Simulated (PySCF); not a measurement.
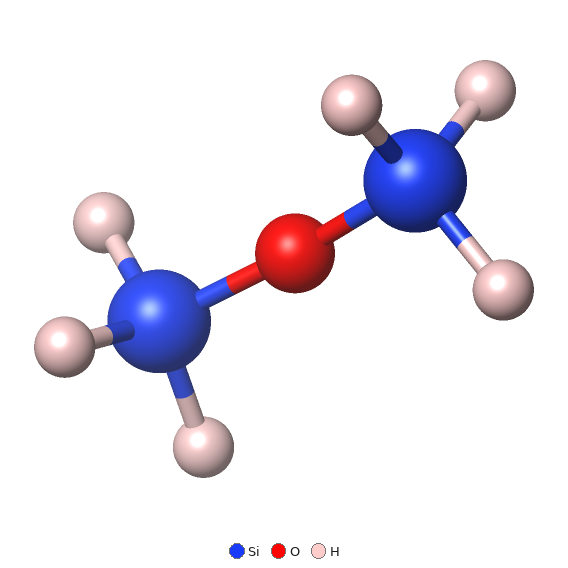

The geometry was computed by an optimisation with GFN2-xTB. No frequency run is at hand to confirm it as a minimum. Method: PBE0/pcSseg-1, gas phase (PySCF 2.14.0).

Predict the main results.

The species is H₆OSi₂ (`[SiH3]O[SiH3]`).
- dipole moment: 0.17 D
- HOMO energy (Kohn–Sham orbital): −8.51 eV
- LUMO energy (Kohn–Sham orbital): 0.11 eV
- HOMO–LUMO gap: 8.62 eV

The geometry is semi-empirical. Around Si such bond lengths and angles can be off by a tenth of an ångström or more and by several degrees, and values that hang on the shape move with them.
